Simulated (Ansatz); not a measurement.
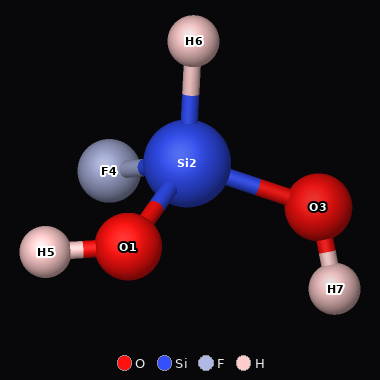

The system is FH₃O₂Si, SMILES O[SiH](O)F; the picture shows the reference structure. The first coordinate is: dihedral H5–O1–Si2–O3; the second: dihedral O1–Si2–O3–H7. Nothing is relaxed (all other coordinates rigid). The scan uses a 12 × 12 grid. Points are written as (first, second). All energies are given in kJ/mol relative to the relaxed molecule at the same level. Theory: RKS B3LYP-D4/def2-TZVP (Ansatz).

Its coordinates:

```xyz
7

O    -0.1699    0.4638   -1.2739
Si   -0.1713   -0.3110    0.1649
O     1.3319   -0.2812    0.7770
F    -1.2149    0.4368    1.1216
H    -0.9920    0.8222   -1.6171
H    -0.5859   -1.7132    0.0924
H     1.8634    0.5145    0.6892
```

Range: dihedral H5–O1–Si2–O3 from −180 to 150°; dihedral O1–Si2–O3–H7 from −180 to 150°.

What landscape does the calculation give?

The lowest grid point is at (−150°, 30°), 0.28 kJ/mol from the relaxed molecule at the same level. The bottom of the well lies between grid points, at about (−155°, 40°), about 0.27 kJ/mol lower on the interpolated surface. There are further wells near (0°, −180°) (5.2 kJ/mol above the lowest at that grid point); (60°, 60°) (5.9 kJ/mol above the lowest at that grid point); (−120°, −150°) (6.6 kJ/mol above the lowest at that grid point). The highest grid point, (60°, −60°), lies 21.5 kJ/mol above the lowest. On the interpolated surface the easiest way out of the lowest well to the well at about (40°, 65°) passes a barrier of about 6.8 kJ/mol, counted from the interpolated bottom of the well. Round the minimum the valley is somewhat tilted: raising dihedral H5–O1–Si2–O3 shifts the best value of dihedral O1–Si2–O3–H7 downwards (coupling k₁₂/√(k₁₁k₂₂) about 0.2).

```tsv
dihedral O1–Si2–O3–H7 ↓, dihedral H5–O1–Si2–O3 →	−180	−150	−120	−90	−60	−30	0	30	60	90	120	150
150	9.2	9.5	9.5	8.6	7.2	6.0	6.0	7.2	8.7	9.7	9.8	9.3
120	7.3	8.4	10.0	10.3	9.1	7.3	6.6	7.6	9.4	10.3	9.5	7.9
90	4.0	4.7	7.4	9.8	10.4	8.9	7.0	6.6	7.9	9.2	8.5	6.0
60	1.4	1.1	3.9	8.0	11.0	11.2	8.8	6.4	6.2	7.2	6.9	4.3
30	1.1	0.3	2.5	6.9	11.5	14.1	13.2	9.9	7.7	7.2	6.4	4.0
0	3.8	3.2	4.8	7.9	12.1	16.2	18.2	16.5	13.3	10.9	8.6	6.0
−30	7.6	7.7	9.1	10.9	13.0	16.2	19.7	21.1	19.6	16.7	13.1	9.6
−60	10.2	10.3	12.0	13.4	14.0	15.0	17.7	20.7	21.8	20.6	17.1	12.8
−90	10.8	10.0	11.6	13.4	13.7	13.2	13.9	16.4	19.2	20.5	18.7	14.5
−120	10.2	8.2	9.0	10.8	11.5	10.5	9.7	10.9	13.9	16.8	17.2	14.2
−150	9.6	7.3	6.8	7.7	8.3	7.6	6.6	6.9	9.1	12.1	13.7	12.6
−180	9.5	8.2	7.4	6.9	6.5	5.8	5.5	6.1	7.6	9.5	10.8	10.7
```

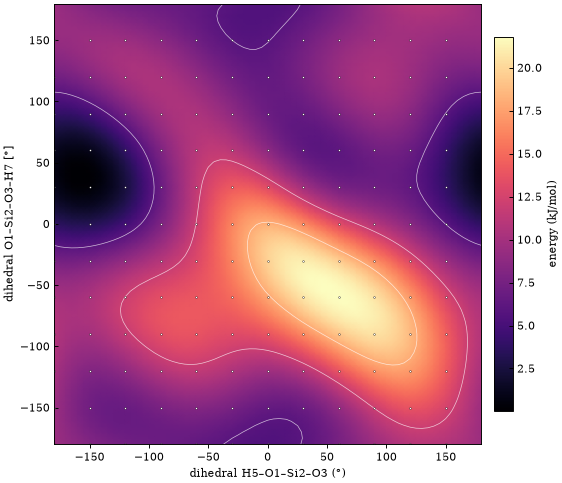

In the figure: a smooth colour map with a few white contour lines, dots at the grid points. Between grid points the surface is interpolated.

Each point was launched as `ansatz run input.yaml --threads 1 --pin off --max-ram 2560MiB --backend cpu --events-out ev --progress --plain --runs-dir out`. The whole map (144 points run) took 13 min on 1 thread of Arm Neoverse V1, on a shared host.
